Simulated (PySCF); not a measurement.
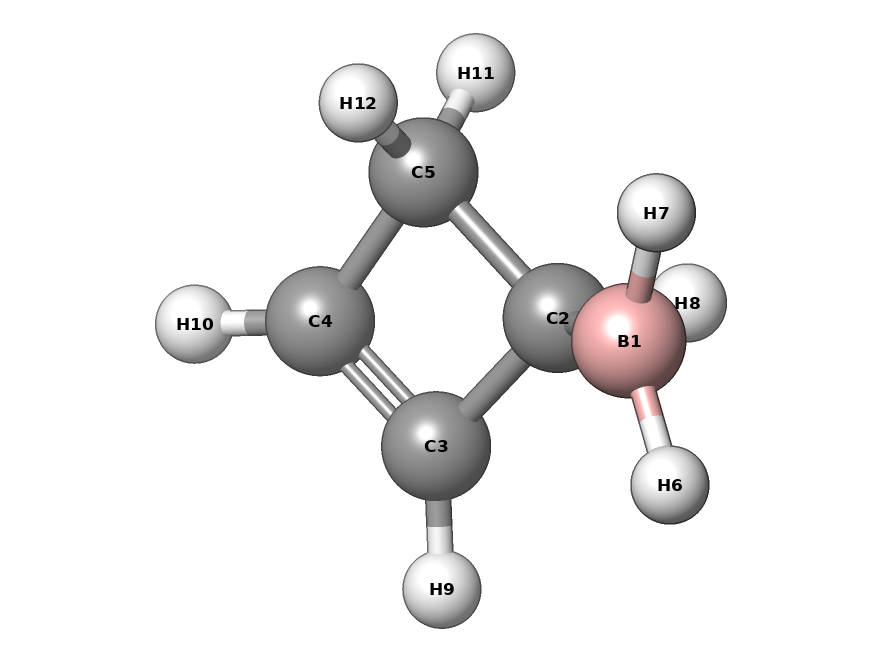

Computed geometry: PBE0-D3(BJ)/def2-SVP optimisation. No frequency run is at hand to confirm it as a minimum. Properties computed with B3LYP/pcJ-1 indirect spin-spin coupling, non-relativistic, gas phase (PySCF 2.14.0). Isotopes: 11B, 13C, 1H.

Give the spin–spin coupling constants of these pairs, with the number of bonds between them: B1/H7, B1/H6, B1/C2, B1/C5, B1/C4, B1/H11.

| pair | bonds apart | J (Hz) |
| --- | --- | --- |
| B1, H7 | 1 | 136.6 |
| B1, H6 | 1 | 136.0 |
| B1, C2 | 1 | 54.6 |
| B1, C5 | 2 | −1.9 |
| B1, C4 | 3 | 6.1 |
| B1, H11 | 3 | 1.0 |
